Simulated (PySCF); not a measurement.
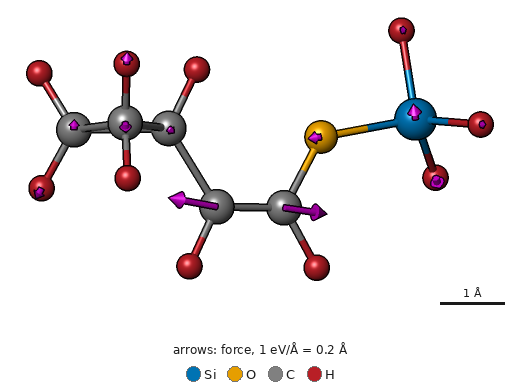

Starting geometry of C5H10OSi with the computed forces as purple arrows. Style: ball-and-stick. Shown at a tilt.

The start comes from GFN2-xTB. Its atoms were then displaced at random by about 0.01 Å.

Level of theory: PBE0-D3(BJ)/def2-SVP geometry optimisation, gas phase (PySCF). 

**Is this structure relaxed? If not, where do the atoms go?**

It isn't relaxed: the largest force vector, on a C atom, is 4.61 eV/Å. The final displacements have little in common with the starting forces (cosine between the two patterns 0.17). The largest move after the best rigid fit is that of an H atom, 0.34 Å. Largest moves by element: H 0.34 Å, O 0.13 Å, C 0.09 Å, Si 0.03 Å. Among the contacts that change: H–Si 1.425 → 1.495 Å, C–C 1.280 → 1.337 Å, O–Si 1.638 → 1.674 Å, C–H 1.065 → 1.093 Å. Among the angles between lasting bonds that change: O–Si–H 98.4° → 105.9°, Si–O–C 132.4° → 125.8°, C–C–H 120.4° → 117.0°. After 7 geometry steps the energy has fallen by 6.87 kcal/mol. The run took 96 s on 1 thread of Arm Neoverse V1 (shared host).
